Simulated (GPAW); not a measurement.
Consider La2O3 (P-3m1).

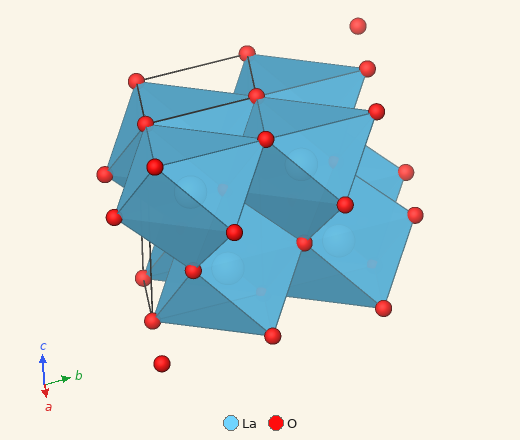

The structure (lanthanum blue, oxygen red). Bonds to atoms that aren't drawn are left out. 2×2×1 cells are drawn. Some periodic images of atoms are drawn too.

```cif
data_structure
_symmetry_space_group_name_H-M 'P 1'
_symmetry_Int_Tables_number 1
_cell_length_a 3.9308
_cell_length_b 3.9308
_cell_length_c 6.1120
_cell_angle_alpha 90.000
_cell_angle_beta 90.000
_cell_angle_gamma 120.000
_cell_volume 81.78
loop_
_atom_site_label
_atom_site_type_symbol
_atom_site_fract_x
_atom_site_fract_y
_atom_site_fract_z
_atom_site_occupancy
La1 La 0.33333 0.66667 0.24624 1
La2 La 0.66667 0.33333 0.75376 1
O3 O 0.00000 0.00000 0.00000 1
O4 O 0.33333 0.66667 0.64589 1
O5 O 0.66667 0.33333 0.35411 1
```

Absorber: atom 1, with 3 O at 2.36 Å, 1 O at 2.44 Å and 3 O at 2.72 Å (7-fold, site symmetry 3m). Method: GPAW, PBE, full core hole (charged cell), 15-atom cell with 6.8 Å between holes, 3×3×3 k points, dipole transitions, Gaussian full width 3.41 eV up to 4 eV, rising linearly to 3.5 eV at 25 eV, without spin-orbit coupling.

Q: Predict the near-edge structure at the La L₃ edge.

Main maxima up to 29 eV above the zero (height): 2.0 eV (2.90) and 16.4 eV (0.61). At an L edge the dipole rule selects empty d (and weakly s) states on the absorber, and the strong line at the onset measures the empty part of its d band. 

The La L₃ spectrum (energy from the lowest empty level; intensity scaled to a mean of 1 over the first 20 eV; polarised curves are means over the symmetry-equivalent atoms):

```tsv
E (eV)	isotropic	ε ⊥ c	ε ∥ c
-2.0	0.44	0.43	0.45
-0.5	1.57	1.52	1.67
1.0	2.68	2.62	2.81
2.5	2.81	2.86	2.70
4.0	1.97	2.06	1.78
5.5	1.02	1.06	0.94
7.0	0.48	0.47	0.50
8.5	0.31	0.28	0.38
10.0	0.35	0.33	0.38
11.5	0.44	0.45	0.44
13.0	0.53	0.53	0.52
14.5	0.59	0.58	0.59
16.0	0.61	0.60	0.63
17.5	0.61	0.61	0.60
19.0	0.59	0.60	0.55
20.5	0.55	0.55	0.53
22.0	0.50	0.48	0.55
23.5	0.48	0.44	0.57
25.0	0.48	0.45	0.55
26.5	0.52	0.51	0.54
28.0	0.59	0.60	0.57
29.5	0.70	0.73	0.65
```

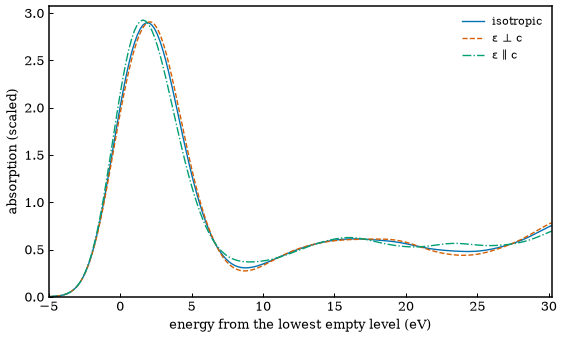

The La L₃ edge.

Only the L₃ part is meant: spin–orbit coupling of the core level isn't computed and the L₂ copy isn't added. The script folds with a Gaussian, whereas the core hole's own line is a Lorentzian, so the onset is too steep and the first peak too high. The structure is a computed Materials Project entry and may be a hypothetical form.

[Banner, clock and machine lines of the logs are left out without a mark of their own.]

[Logs are printed without paths, hosts, clocks, repeated set-up lines and the standing remarks that a program may print on its own settings, such as how far it seeks lower states.]

[Hosts, paths, dates, database ids (printed as entryN), source tags and the programs' standing remarks are cut or masked in the printed files.]

[Lists of maxima count a maximum above −3 eV only where it reaches 4 % of the highest in the window and stands out from its surroundings by 2 % of it (1.5 % where it reaches 55 %); shoulders and weaker maxima are passed over, and of the rest the first, up to two pre-edge ones and the few strongest are named.]
